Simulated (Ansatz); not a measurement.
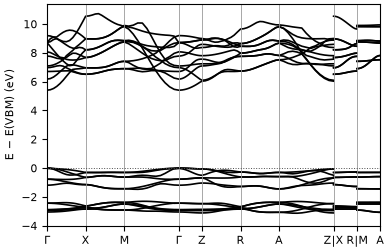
Band structure from the program Ansatz at the r²SCAN level (PAW)

Task: Read off the gap and where the band edges lie.

Result: About 5.4 eV (5.41 eV by a search for the band edges); maximum at Γ, minimum at Γ.

Task: Pick the material that matches.
A) SiO2, P4_12_12 (Si on 4a, O on 8b)
B) ZrO2, rutile
C) BaBrF, P4/nmm (Ba on 2c, Br on 2c, F on 2a)
D) ScOF, P4/nmm (Sc on 2c, O on 2b, F on 2a)

Result: C, BaBrF, P4/nmm (Ba on 2c, Br on 2c, F on 2a)

The workflow started from a Materials Project entry (that database holds measured and hypothetical structures alike); the Crystallography Open Database files this formula in space group No. 129, but the cells were not matched. Its standing as an ambient phase is unchecked. The cell was relaxed with r²SCAN under the symmetry of its start; whether a distortion lowers the energy is not shown. Scalar-relativistic: spin–orbit coupling is off unless named, which matters more the heavier the elements.

Potentials: the later of the program's two PAW sets.
